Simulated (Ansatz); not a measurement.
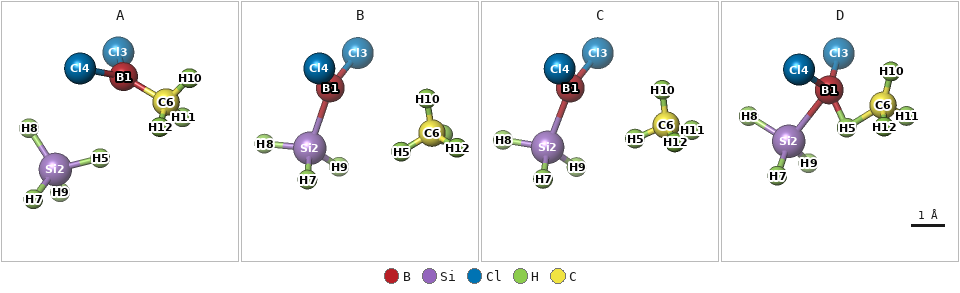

4 geometries from a converged minimum-energy path of CH₇BCl₂Si, made up of BSiH3Cl2 and CH₄, shuffled. A ball-and-stick model, seen at a tilt.

All numbers below come from Ansatz 0.2.0, RKS PBE-D4/6-31G*. Run with 7 movable images; climbing image; force threshold 0.05 eV/Å; iteration limit 60; starting path through a guess of the saddle point.

> Which frame is the top of the path?

D. In order along the path, whose images run from 0 to 8: B (image 1, +0.01 eV), C (image 2, +0.04 eV), D (image 4, +1.30 eV), A (image 7, −0.14 eV). Breaking: B1–Si2 (2.03 → 2.14 at the top → 3.85 Å), H5–C6 (1.10 → 1.42 at the top → 3.13 Å). Forming: B1–C6 (3.50 → 1.81 at the top → 1.56 Å), Si2–H5 (3.33 → 1.99 at the top → 1.50 Å).

Limits of the set-up: the start holds two separate molecules, 2.9 Å apart at their closest, whose relative position is a soft coordinate.

Cost: 3.5 min on 2 threads of Arm Neoverse V2, on a shared host, peak memory 0.15 GiB.
